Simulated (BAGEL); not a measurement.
# One shape, several levels: triplet C2H4AlNO

Aim: a comparison of 3 runs (UHF/STO-3G, ROHF/6-31G*, UHF/6-31G*) of triplet C2H4AlNO. 

The calculation is run with BAGEL 1.2.2.

2 further runs of the same task are left out: 1 that didn't finish, 1 set aside as unsound or not needed. Runs told in other sessions of the task aren't counted.

**1. Starting point**

C2H4AlNO has 9 atoms, charge 0, and is taken as a triplet. As SMILES of the parent species, `[CH3][AlH][N]=C=O`. The shape is that of a PBE0-D4/def2-TZVP optimisation. This is one conformer, not always the lowest. That shape belongs to the parent species and isn't relaxed for this state.

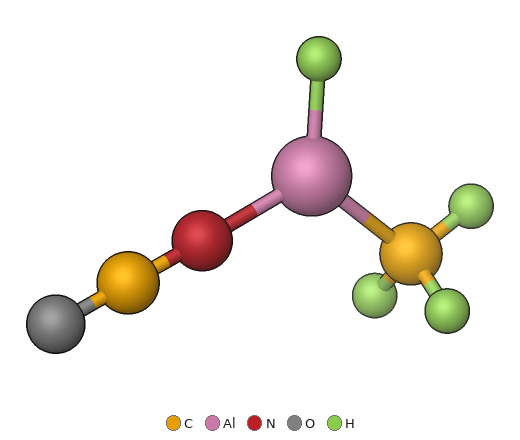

The structure, seen from a chosen angle (carbon amber, aluminium pink, nitrogen red, oxygen grey, hydrogen green).

**2. A single-point energy at UHF/STO-3G (density fitting with qzvpp-jkfit) (run 1)**

File input.json:

```json
{ "bagel" : [

{
  "title" : "molecule",
  "basis" : "sto-3g",
  "df_basis" : "qzvpp-jkfit",
  "angstrom" : "true",
  "geometry" : [
    { "atom" : "C", "xyz" : [      -1.479800,      -0.787200,       0.045400 ] },
    { "atom" : "Al", "xyz" : [       0.120000,      -0.030700,       0.835200 ] },
    { "atom" : "N", "xyz" : [       1.322500,       0.697000,      -0.251700 ] },
    { "atom" : "C", "xyz" : [       2.142500,       1.192200,      -0.965700 ] },
    { "atom" : "O", "xyz" : [       2.941800,       1.675100,      -1.665500 ] },
    { "atom" : "H", "xyz" : [      -2.104300,      -1.304900,       0.777000 ] },
    { "atom" : "H", "xyz" : [      -2.088000,      -0.002400,      -0.416800 ] },
    { "atom" : "H", "xyz" : [      -1.228100,      -1.494400,      -0.750700 ] },
    { "atom" : "H", "xyz" : [       0.461900,       0.009000,       2.375900 ] }
  ]
},

{ "title" : "uhf", "nopen" : 2 },

{ "title" : "print", "file" : "orbitals.molden", "orbitals" : "true" }

]}
```

Run with:

```sh
$ BAGEL_NUM_THREADS=1 BAGEL input.json > input.out
```

Standard output:

```text
* using 1 threads per process

  ===============================================================
  ===============================================================

  *** Geometry ***

  { "atom" : "C", "xyz" : [     -2.796417,     -1.487592,      0.085794 ] },
  { "atom" : "Al", "xyz" : [      0.226767,     -0.058015,      1.578299 ] },
  { "atom" : "N", "xyz" : [      2.499163,      1.317139,     -0.475644 ] },
[... 5 lines of this table left out ...]
  { "atom" : "H", "xyz" : [      0.872864,      0.017008,      4.489800 ] },

  Number of auxiliary basis functions:      504

  Since a DF basis is specified, we compute 2- and 3-index integrals:
    o Being stored without compression. Storage requirement is 0.004 GB

  Number of basis functions:       33
  Number of electrons      :       44

    * METHOD: MOLECULE                             0.21

  *** Open-shell HF ***

  === Nuclear Repulsion ===
   178.5431531628

      * DIIS with orbital gradients will be used.

  === UHF iteration (sto-3g) ===
      0       -443.30743241          0.03349605           0.06
      1       -443.43151497          0.02612927           0.06
      2       -443.50688040          0.01294702           0.06
[... 47 lines of this table left out ...]
     50       -443.57781562          0.00000001           0.06
    * SCF iteration converged.

    * S^2 (UHF) is 2.1463

    * Permanent dipole moment:
           (    0.467561,     0.286638,    -0.429117) a.u.

    * METHOD: UHF                                  3.03

    * METHOD: PRINT                                0.00

  ===============================================================
```

Wall time 3.6 s (1 thread of Arm Neoverse V1, shared host); peak memory 0.083 GiB.

**3. The energy at ROHF/6-31G(d) (density fitting with qzvpp-jkfit, spherical functions) (run 2)**

File hf.json:

```json
{ "bagel": [

{
  "title": "molecule",
  "basis": "6-31gs.json",
  "df_basis": "qzvpp-jkfit",
  "angstrom": true,
  "geometry": [
    { "atom": "C", "xyz": [   -1.479800,   -0.787200,    0.045400 ] },
    { "atom": "Al", "xyz": [    0.120000,   -0.030700,    0.835200 ] },
    { "atom": "N", "xyz": [    1.322500,    0.697000,   -0.251700 ] },
    { "atom": "C", "xyz": [    2.142500,    1.192200,   -0.965700 ] },
    { "atom": "O", "xyz": [    2.941800,    1.675100,   -1.665500 ] },
    { "atom": "H", "xyz": [   -2.104300,   -1.304900,    0.777000 ] },
    { "atom": "H", "xyz": [   -2.088000,   -0.002400,   -0.416800 ] },
    { "atom": "H", "xyz": [   -1.228100,   -1.494400,   -0.750700 ] },
    { "atom": "H", "xyz": [    0.461900,    0.009000,    2.375900 ] }
  ]
},
{
  "title": "rohf",
  "nopen": 2
},
{
  "title": "print",
  "file": "orbitals.molden",
  "orbitals": true
}

]}
```

The basis set 6-31G* is read from a file made from the Basis Set Exchange's data (not shown).

Run with:

```sh
$ BAGEL_NUM_THREADS=1 BAGEL hf.json > hf.out
```

Standard output:

```text
* using 1 threads per process

  ===============================================================
  ===============================================================

  *** Geometry ***

  { "atom" : "C", "xyz" : [     -2.796417,     -1.487592,      0.085794 ] },
  { "atom" : "Al", "xyz" : [      0.226767,     -0.058015,      1.578299 ] },
  { "atom" : "N", "xyz" : [      2.499163,      1.317139,     -0.475644 ] },
[... 5 lines of this table left out ...]
  { "atom" : "H", "xyz" : [      0.872864,      0.017008,      4.489800 ] },

  Number of auxiliary basis functions:      504

  Since a DF basis is specified, we compute 2- and 3-index integrals:
    o Being stored without compression. Storage requirement is 0.027 GB

  Number of basis functions:       82
  Number of electrons      :       44

    * METHOD: MOLECULE                             0.29

  *** Open-shell HF ***

  === Nuclear Repulsion ===
   178.5431531628

      * DIIS with orbital gradients will be used.

  === ROHF iteration (6-31gs.json) ===
      0       -448.83835870          0.04126905           0.16
      1       -449.02050456          0.02841525           0.16
      2       -449.08174024          0.01850409           0.16
[... 26 lines of this table left out ...]
     29       -449.13271619          0.00000001           0.16
    * SCF iteration converged.

    * S^2 (ROHF) is 2.0000

    * Permanent dipole moment:
           (    2.568722,     1.223214,     0.170250) a.u.

    * METHOD: ROHF                                 5.06

    * METHOD: PRINT                                0.01

  ===============================================================
```

Run time: 5.7 s. Hardware: 1 thread of Arm Neoverse V1, shared host; peak memory 0.12 GiB.

**4. The energy at UHF/6-31G(d) (density fitting with qzvpp-jkfit, spherical functions) (run 3)**

File calc.json:

```json
{ "bagel": [

{
  "title": "molecule",
  "basis": "6-31gs.json",
  "df_basis": "qzvpp-jkfit",
  "angstrom": "true",
  "geometry": [
    { "atom": "C", "xyz": [      -1.479800,      -0.787200,       0.045400 ] },
    { "atom": "Al", "xyz": [       0.120000,      -0.030700,       0.835200 ] },
    { "atom": "N", "xyz": [       1.322500,       0.697000,      -0.251700 ] },
    { "atom": "C", "xyz": [       2.142500,       1.192200,      -0.965700 ] },
    { "atom": "O", "xyz": [       2.941800,       1.675100,      -1.665500 ] },
    { "atom": "H", "xyz": [      -2.104300,      -1.304900,       0.777000 ] },
    { "atom": "H", "xyz": [      -2.088000,      -0.002400,      -0.416800 ] },
    { "atom": "H", "xyz": [      -1.228100,      -1.494400,      -0.750700 ] },
    { "atom": "H", "xyz": [       0.461900,       0.009000,       2.375900 ] }
  ]
},

{
  "title": "uhf",
  "nopen": 2
},

{
  "title": "print",
  "file": "orbitals.molden",
  "orbitals": "true"
}

]}
```

The basis set 6-31G* is read from a file made from the Basis Set Exchange's data (not shown).

Run with:

```sh
$ BAGEL_NUM_THREADS=1 BAGEL calc.json > calc.out
```

Standard output:

```text
* using 1 threads per process

  ===============================================================
  ===============================================================

  *** Geometry ***

  { "atom" : "C", "xyz" : [     -2.796417,     -1.487592,      0.085794 ] },
  { "atom" : "Al", "xyz" : [      0.226767,     -0.058015,      1.578299 ] },
  { "atom" : "N", "xyz" : [      2.499163,      1.317139,     -0.475644 ] },
[... 5 lines of this table left out ...]
  { "atom" : "H", "xyz" : [      0.872864,      0.017008,      4.489800 ] },

  Number of auxiliary basis functions:      504

  Since a DF basis is specified, we compute 2- and 3-index integrals:
    o Being stored without compression. Storage requirement is 0.027 GB

  Number of basis functions:       82
  Number of electrons      :       44

    * METHOD: MOLECULE                             0.29

  *** Open-shell HF ***

  === Nuclear Repulsion ===
   178.5431531628

      * DIIS with orbital gradients will be used.

  === UHF iteration (6-31gs.json) ===
      0       -448.83835870          0.04126905           0.16
      1       -449.02692672          0.02835833           0.16
      2       -449.08957213          0.01845263           0.16
[... 36 lines of this table left out ...]
     39       -449.13602415          0.00000001           0.16
    * SCF iteration converged.

    * S^2 (UHF) is 2.0104

    * Permanent dipole moment:
           (    2.557262,     1.224797,     0.147080) a.u.

    * METHOD: UHF                                  6.72

    * METHOD: PRINT                                0.01

  ===============================================================
```

It took 7.2 s on 1 thread of Arm Neoverse V1, shared host; peak memory 0.12 GiB.

**5. All runs side by side**

| run | level | energy (Eh) | dipole moment (D) | ⟨S²⟩ | wall time |
| --- | --- | --- | --- | --- | --- |
| 1 | UHF/STO-3G (density fitting with qzvpp-jkfit) | -443.577816 | 1.77 | 2.146 | 3.6 s |
| 2 | ROHF/6-31G* (density fitting with qzvpp-jkfit, spherical functions) | -449.132716 | 7.24 | 2.000 | 5.7 s |
| 3 | UHF/6-31G* (density fitting with qzvpp-jkfit, spherical functions) | -449.136024 | 7.22 | 2.010 | 7.2 s |

**6. Summary of results**

| quantity | value |
| --- | --- |
| run 3: total energy | -449.13602 Eh |
| run 3: dipole moment | 7.22 D |
| run 3: ⟨S²⟩ | 2.010 |

What this shows: The dipole moment (its size) runs from 1.77 D (UHF/STO-3G) to 7.24 D (ROHF/6-31G*). The two ends differ in method and basis. So wide a spread suggests that the runs ended on unlike SCF solutions, not only an effect of the method. In run 1 the basis is minimal, so the values are rough. Spin contamination of the reference: run 1 ⟨S²⟩ = 2.15. All runs together took 17 s, the longest 7.2 s.
